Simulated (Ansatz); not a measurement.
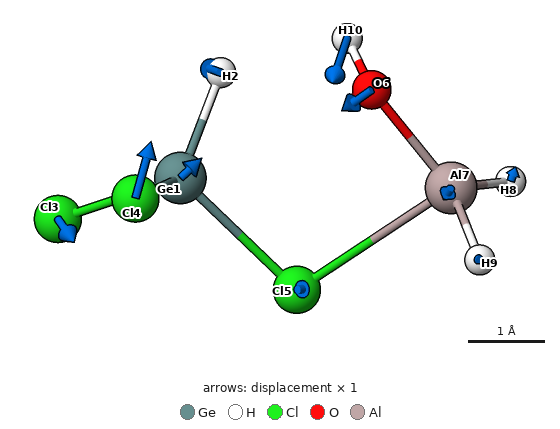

This is a relaxation of AlGeH$_{4}$OCl$_{3}$. The starting structure is drawn; blue arrows show the displacements, at their true length. The two geometries are superimposed by the best rigid fit.

Style: ball-and-stick. Shown face on.

The run prepares an end point of a later path (reaction) calculation, from a guessed geometry.

Computed with Ansatz, RKS PBE0/def2-SVP. Set-up: no spin polarisation; force threshold 0.03 eV/Å; at most 50 steps.

**Atoms of which element are displaced furthest, and by how much?**

Hydrogen: up to 1.35 Å, against 0.80 Å for chlorine.

**Describe the change and its energy.**

H10 moves most after the best rigid fit: 1.35 Å. Largest moves by element: H 1.35 Å, Cl 0.80 Å, O 0.59 Å, Ge 0.41 Å, Al 0.28 Å. Among the contacts that change: Ge1–O6 2.964 → 2.069 Å, Cl5–Al7 2.646 → 2.358 Å, Ge1–Cl5 2.197 → 2.347 Å, O6–Al7 1.739 → 1.836 Å. New bonds form, among them: Ge1–O6 (2.96 → 2.07 Å). Among the angles between lasting bonds that change: Cl3–Ge1–Cl5 104.0° → 89.5°, Cl4–Ge1–Cl5 108.1° → 121.9°, Cl5–Al7–H8 95.5° → 106.5°. Groups turn about O6–Al7 by about 145°. Over 23 accepted moves (27 points after the start) the energy falls by 0.422 eV. Largest force component: 0.99 eV/Å at the start, 0.027 eV/Å at the end. The line search rejected the trial steps at points 10, 17, 21, 26 of the run. The run took 88 s on 4 threads of Arm Neoverse V2, on a shared host, peak memory 0.42 GiB.
